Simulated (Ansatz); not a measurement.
H4O2Si···HCl

Input

```
crystal:
  periodic: [false, false, false]
  atoms:
    - { symbol: Si, position_ang: [-0.034062, -0.154879, -0.070657] }
    - { symbol: H, position_ang: [0.002421, -0.092542, 1.397535] }
    - { symbol: O, position_ang: [1.47111, -0.287112, -0.701367] }
    - { symbol: H, position_ang: [1.828491, -1.1435, -0.876363] }
    - { symbol: H, position_ang: [-0.668136, 1.048221, -0.611569] }
    - { symbol: O, position_ang: [-0.883242, -1.511121, -0.471837] }
    - { symbol: H, position_ang: [-1.368213, -1.997658, 0.174459] }
    - { symbol: Cl, position_ang: [1.298018, 2.497436, 1.466469] }
    - { symbol: H, position_ang: [0.915212, 1.390154, 2.07293] }
basis:
  gaussian: { orbitals: def2-SVP }
hamiltonian:
  xc: hf
relax:
  f_tol: 0.03
  max_steps: 50
output:
  orbitals: {}
```

Launched as:

```sh
ansatz run input.yaml --threads 1 --pin off --max-ram 2048MiB --backend cpu --events-out ev --progress --plain --runs-dir out
```

The fields are those of the run's last geometry, not of the input's.

Computed with RHF/def2-SVP (Ansatz).

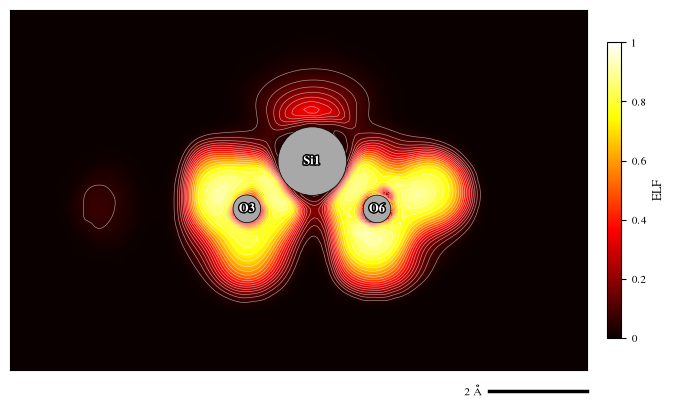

Figure 1. Electron localisation function on the plane of atoms O3, Si1 and O6. Grey discs cover the atomic cores.

Q: What do the fields say about this system?

A:
- The plane passes through Si and O nuclei.
- Si–O (1.64 Å): the ELF peaks at about 0.90 between the atoms: a shared but strongly polarised pair.
- The ELF also peaks beside O6 and O3, away from the bonds: lone-pair regions.

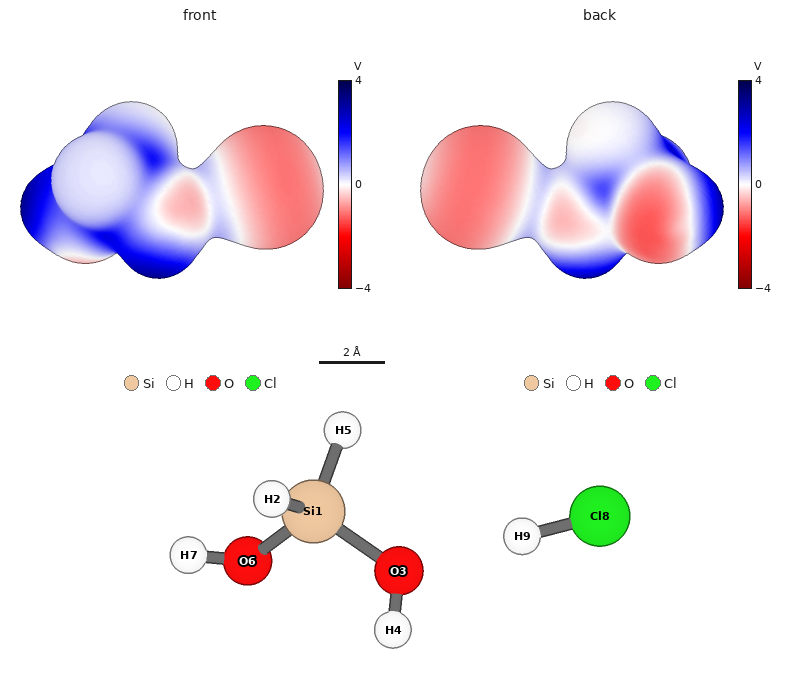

Figure 2. The molecular electrostatic potential painted on the density surface at 0.002 e/bohr³, seen from the front and from behind; the colour scale runs from red (negative) to blue (positive). The bare structure is drawn below in the same view.

Q: Where is the surface potential most negative and most positive?

A: The most negative region (about −1.3 V) lies over O6, the most positive (about +3.1 V) over H4 and H7. O6 is the likeliest acceptor of a hydrogen bond.
